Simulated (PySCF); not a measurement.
```xyz
2

Al    0.0000    0.0000   -2.0015
I     0.0000    0.0000    0.4255
```

Core potentials replace the inner electrons of I.

Method: PBE0/cc-pVDZ(-PP), non-relativistic Hamiltonian with scalar-relativistic core potentials where named, at a bond length of 2.427 Å in PySCF 2.14.0.

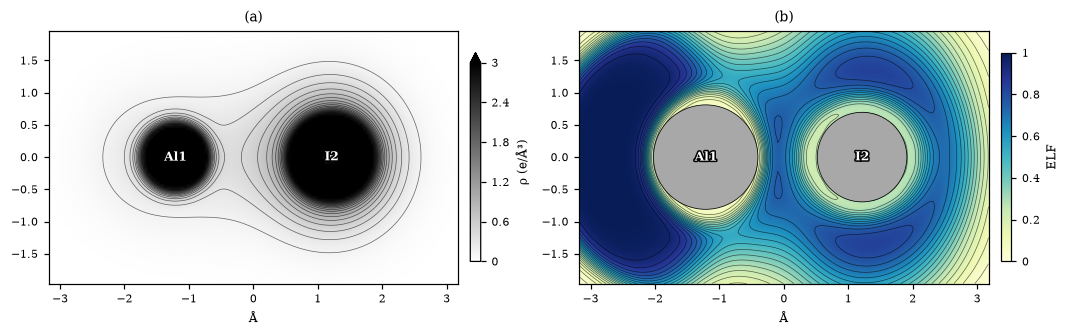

AlI (charge +1, doublet). (a) electron density; (b) ELF on a plane that holds the molecular axis. Grey discs cover the atomic cores in the ELF map.

> What do the fields say about this system?

- Atoms in the plane: Al and I.
- Al–I (2.43 Å): ρ at the midpoint is about 0.55 e/Å³; the ELF peaks at about 0.75 in the valence shell of I, 1.3 Å from its nucleus, and is about 0.70 at the midpoint.
- The ELF also peaks beside I2 and Al1, away from the bonds: non-bonding electrons, paired or unpaired.
